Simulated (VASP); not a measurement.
Band structure of LiBr (rock salt). Level of theory: AM05 GGA, VASP's PBE PAW potentials (set 64) (plane waves; VASP).

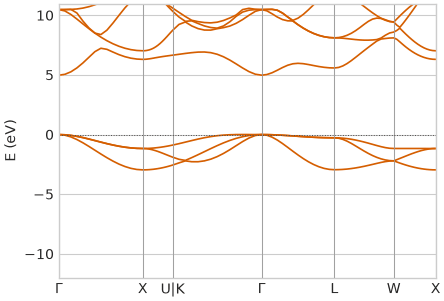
*Bands along high-symmetry lines, zero at the valence-band maximum or, without a gap, the Fermi level*

### Question
Read the plot: is there a gap, and where are the band edges?

### Answer
The gap is indirect, 4.98 eV, from the valence maximum at K-Γ at 0.79 to the conduction minimum at Γ. (Edges off the drawn lines would not show.)

Measured: gap 7.60 eV (computed value off by -2.62 eV), as given by Abedi et al., (2022), arXiv:2211.14644.

The compound is LiBr in the rock salt structure. It was relaxed first.
